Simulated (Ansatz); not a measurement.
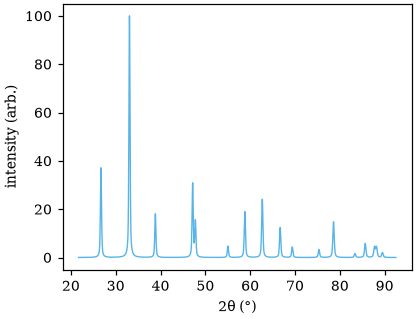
Figure. Simulated powder pattern, Cu Kα, λ = 1.54184 Å

The pattern belongs to a structure relaxed with PBE (plane waves, PAW; program Ansatz).

### Question
Pick the material that matches.
(A) SiC, 4H polytype
(B) Ti3CuC2, P6_3/mmc (Ti on 4f, Ti on 2a, Cu on 2b, C on 4f)
(C) HfC, P6_3/mmc (Hf on 2d, C on 2c)
(D) AlMo2C, P6_3/mmc (Al on 2d, Mo on 4f, C on 2a)

### Answer
C, HfC, P6_3/mmc (Hf on 2d, C on 2c)

The start of the workflow was typed in or built on a structure type; the Crystallography Open Database copy checked does not list it. It is not the phase usual at ambient conditions (space group No. 225). The PBE relaxation kept the symmetry of its start; its stability against distortions is not shown here. The run is not spin-polarised. Scalar-relativistic: spin–orbit coupling is off unless named, which matters more the heavier the elements.

Potentials: the earlier of the program's two PAW sets.
